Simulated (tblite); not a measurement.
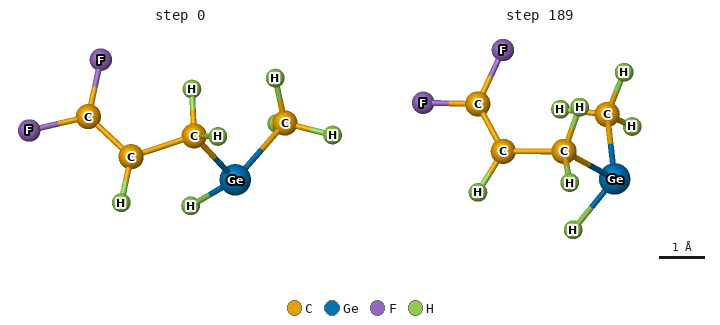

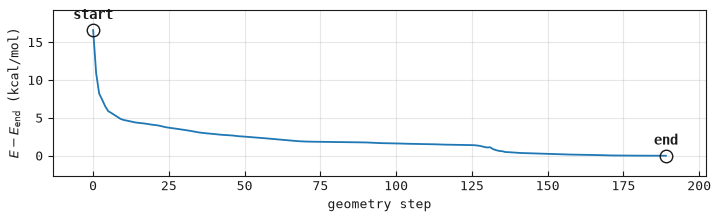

First and last geometry of a relaxation of C4H7F2Ge (multiplicity 2), with the history of the run. A ball-and-stick model, seen at a tilt.

Theory: tblite 0.8.0, GFN2-xTB geometry optimisation, gas phase. 

Read the history and describe the run.

Answer. It converged. An H atom moves most after the best rigid fit: 2.08 Å. By element the largest moves are H 2.08 Å, F 1.59 Å, C 0.89 Å, Ge 0.54 Å. Near-neighbour distances that change, for instance: C–Ge 1.910 → 2.083 Å, C–Ge 1.958 → 2.020 Å, C–C 1.506 → 1.457 Å, C–H 1.131 → 1.086 Å. Among the angles between lasting bonds that change: Ge–C–C 114.1° → 102.9°, C–Ge–H 110.8° → 100.8°, C–C–C 116.3° → 123.6°. Groups turn about C–Ge by about 75°, C–Ge by about 60°, C–C by about 30°. The energy falls by 16.6 kcal/mol in 189 geometry steps. Cost: 0.92 s on 1 thread of Arm Neoverse V2, with other jobs on the host.
